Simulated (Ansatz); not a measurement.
Sr₃Pt

```
Sr Pt
1.0
     5.14247    0.00000    0.00000
     0.00000    5.14247    0.00000
     0.00000    0.00000    5.14247
Sr Pt
3 1
Direct
  0.50000 0.00000 0.00000
  0.00000 0.50000 0.00000
  0.00000 0.00000 0.50000
  0.50000 0.50000 0.50000
```

Space group Pm-3m; a structure generated by program, which may or may not match a known phase.

These are results of DFT PBE, scalar-relativistic, plane waves, PAW (Ansatz), not measurements.

### What will maps of the valence pseudo-density and electron localisation function show?

Sr–Pt (3.64 Å): ρ at the midpoint is about 0.09 e/Å³, with its minimum of 0.08 e/Å³ about 1.6 Å from Sr; the ELF is about 0.25 at the midpoint: no shared electron pair shows on this line.

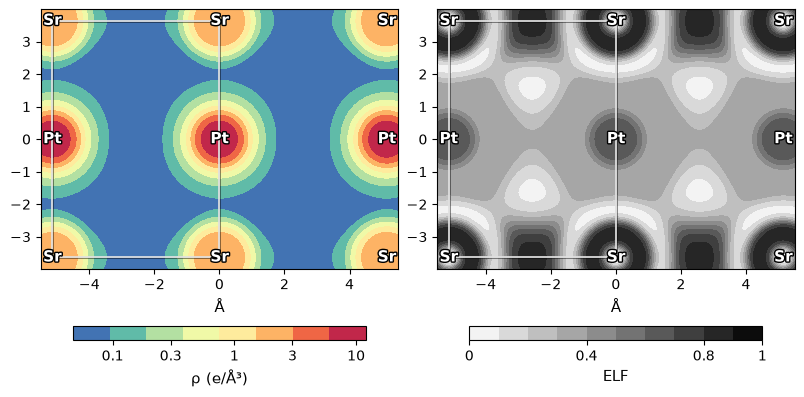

Computed valence pseudo-density and electron localisation function on the (101) plane of the conventional cell, in this order. 

The density is the valence pseudo-density of a PAW calculation; it isn't the true density close to the nuclei.
